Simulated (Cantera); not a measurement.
A closed system holds: 1 mol Si, 1.9 mol N2O, 13 mol H2, 0.0064 mol O2, equilibrated at 0.0230 bar.

Cantera equilibrium calculation (NASA polynomials, part measured and part estimated; ideal gas, pure solids and liquids). Candidate condensed phases: H2O, Si, SiO2, Si2N2O, Si3N4; 35 gas species. Mutual solubility and eutectic melting of coexisting phases are not modelled. The tables hold silica as quartz up to 1696 K and as liquid above; real silica turns to tridymite and cristobalite and melts near 1996 K. Rates play no part.

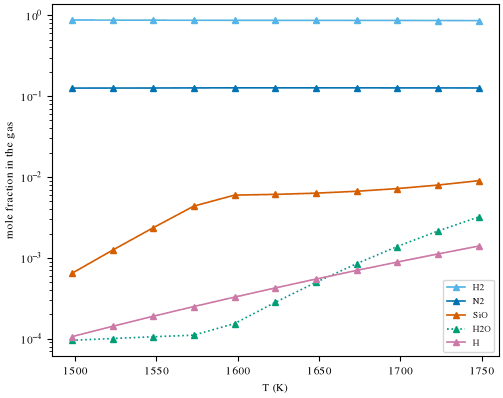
Figure: Equilibrium gas composition (values under 1e-9 drawn at 1e-9)

### Question
Read off the mole fractions at 1523 K.

### Answer
H2 about 0.87, N2 about 0.13, SiO about 0.0012, H about 0.00014, H2O about 0.00010.
